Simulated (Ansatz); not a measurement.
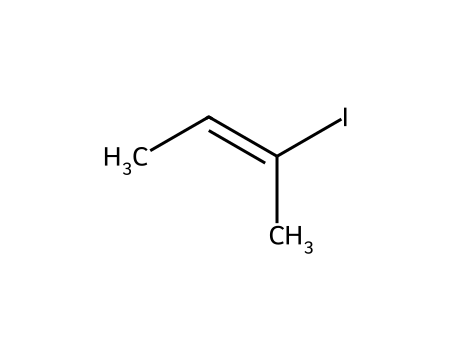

Simulated data, not a measurement (program: Ansatz).

**Write the SMILES.**

C/C=C(\C)I

**What is the molecular formula?**

C4H7I.

**An optimisation with PBE0-D4/def2-TZVP gave a structure of which point group?**

Cs.
